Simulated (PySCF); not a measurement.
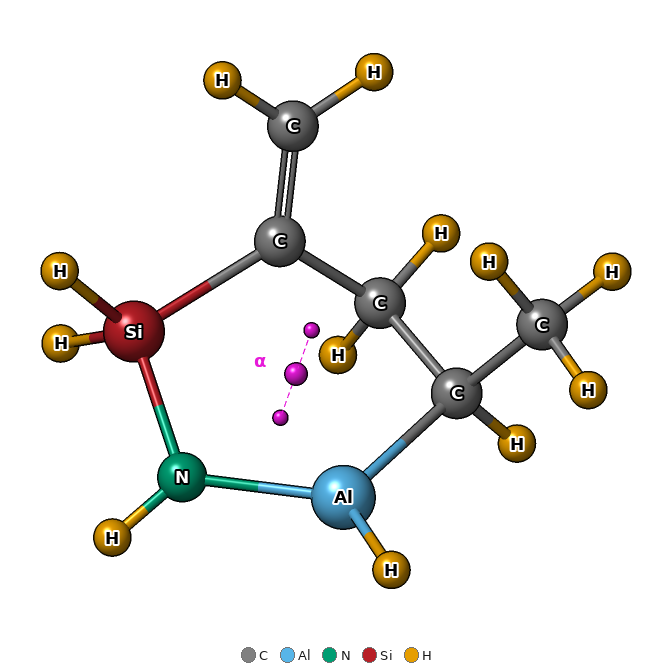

The small points mark where nucleus-independent chemical shifts (NICS) were computed: at the centre of each lettered ring and 1 Å above and below it. Computed geometry: GFN2-xTB optimisation. No frequency run is at hand to confirm it as a minimum. Method: GIAO PBE0/pcSseg-1 NMR shielding, non-relativistic, gas phase (PySCF 2.14.0).

Give NICS(0), NICS(1) and the out-of-plane component NICS(1)zz for each ring (means of the two sides).

```
ring  members  NICS(0)  NICS(1)  NICS(1)zz
   α  C3AlNSi     −2.1     −2.4        2.8
```

Values in ppm.

Question. What do the values say about the ring currents?

Answer. Ring α: weak, as in a non-aromatic ring. NICS is one index among several.

The geometry is semi-empirical. Around Al, Si such bond lengths and angles can be off by a tenth of an ångström or more and by several degrees, and values that hang on the shape move with them.
